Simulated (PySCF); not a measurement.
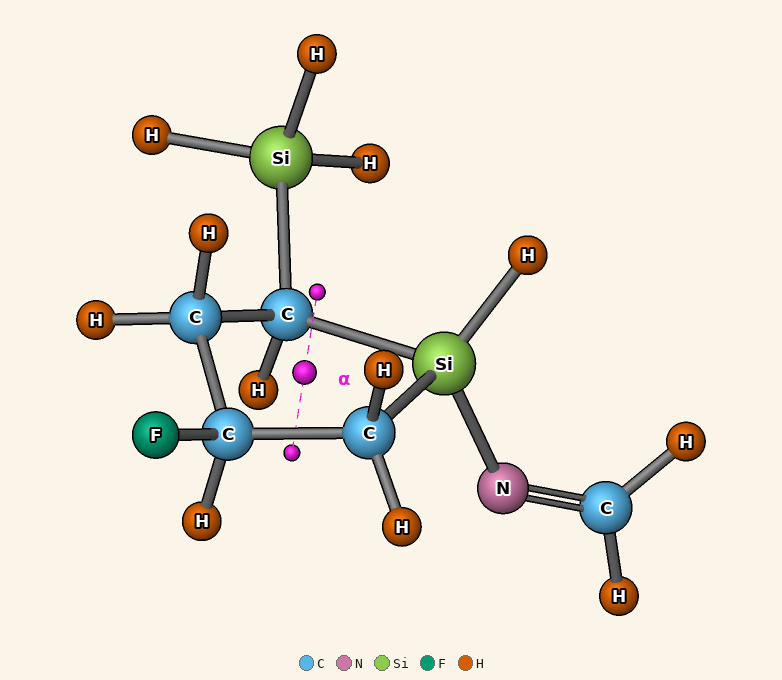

The small points mark where nucleus-independent chemical shifts (NICS) were computed: at the centre of each lettered ring and 1 Å above and below it. The geometry was computed by an optimisation with GFN2-xTB. No frequency run is at hand to confirm it as a minimum. Method: GIAO PBE0/pcSseg-1 NMR shielding, non-relativistic, gas phase (PySCF 2.14.0).

Give NICS(0), NICS(1) and the out-of-plane component NICS(1)zz for each ring (means of the two sides).

```json
{"ring": "α", "members": "C4Si", "NICS(0)": "−4.6", "NICS(1)": "−3.5", "NICS(1)zz": "−0.6"}
```

Values in ppm.

What do the values say about the ring currents?

Answer. Ring α: weak, as in a non-aromatic ring. NICS is one index among several.

The geometry is semi-empirical. Around Si such bond lengths and angles can be off by a tenth of an ångström or more and by several degrees, and values that hang on the shape move with them.
